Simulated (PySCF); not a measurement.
## Electronic structure of C₅H₈NOSi (doublet) in real space

```xyz
16

N    -1.5024    2.1342    1.9882
C    -0.8764    1.7999    1.0879
C    -0.1555    1.2964   -0.0458
C    -1.1084    0.4520   -0.8116
C    -1.1547   -0.9781   -0.4371
C     0.2784   -1.4672   -0.1494
Si    1.2065    0.0608    0.5111
O     2.5239    0.4918   -0.3407
H     0.2226    2.1451   -0.6218
H    -1.8282    0.8901   -1.4794
H    -1.7524   -1.1049    0.4788
H    -1.6391   -1.5731   -1.2146
H     0.2624   -2.3186    0.5272
H     0.7303   -1.8112   -1.0813
H     1.4731    0.0346    1.9467
H     3.3125   -0.0429   -0.3696
```

Geometry: GFN2-xTB.

The calculation used PySCF, UKS B3LYP, pcH-1 on C H N O Si, non-relativistic, mean-field spin-orbit, GIAO.

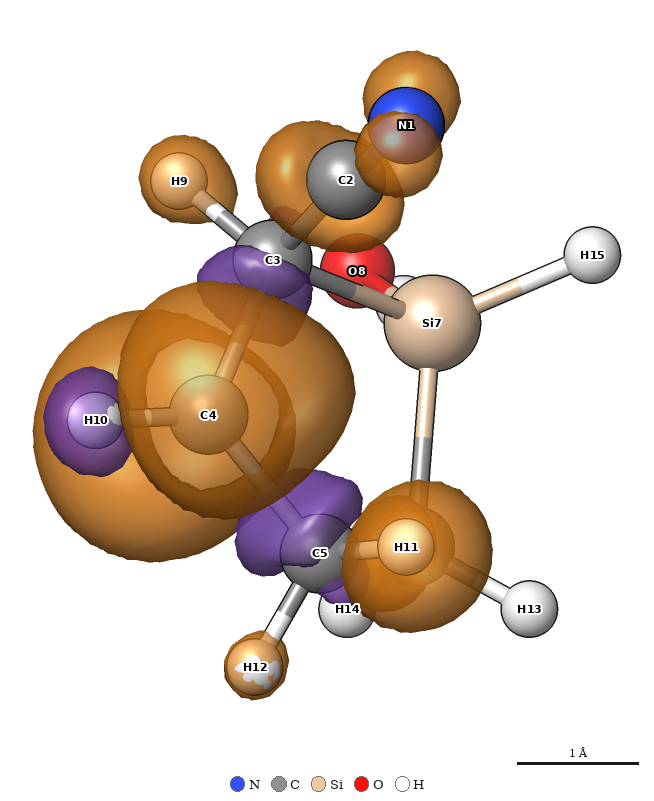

Figure 1. Isosurfaces of the spin density at +0.015 (orange) and −0.015 e/Å³ (purple), seen at an oblique angle.

Q: Describe the spin distribution.

A: The unpaired spin (1 electron) lies mostly on C4 (about 0.7), in electrons by Hirshfeld's partition.

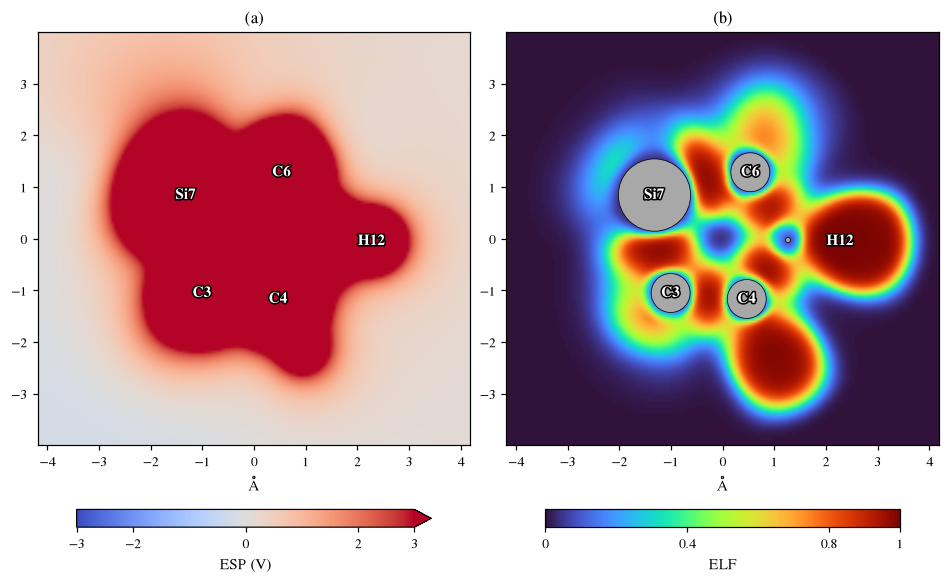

Figure 2. (a) electrostatic potential; (b) ELF on the plane of atoms C3, Si7 and C6. Grey discs cover the atomic cores in the ELF map.

Q: Read the bonding off the picture.

A:
- The plane passes through C, Si and H nuclei.
- C–Si (1.91 Å): the ELF peaks at about 0.95 between the atoms, as expected for localised, covalent bonding.
- C–C (1.49 Å): the ELF peaks at about 0.95 between the atoms, as expected for a covalent bond.
- The potential has no marked negative region in this plane.

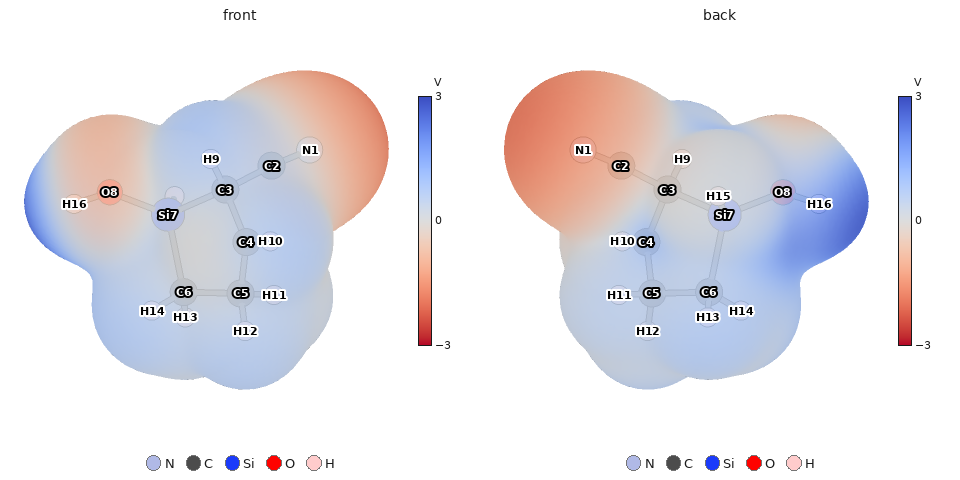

Figure 3. The electrostatic potential painted on the density surface at 0.001 e/bohr³, seen from the front and from behind; the colour scale runs from red (negative) to blue (positive).

Q: Where is the surface potential most negative and most positive?

A: The most negative region (about −1.9 V, or −44 kcal/mol for a unit charge) lies over N1, the most positive (about +2.5 V, or +58 kcal/mol for a unit charge) over H16. N1 is the likeliest acceptor of a hydrogen bond.
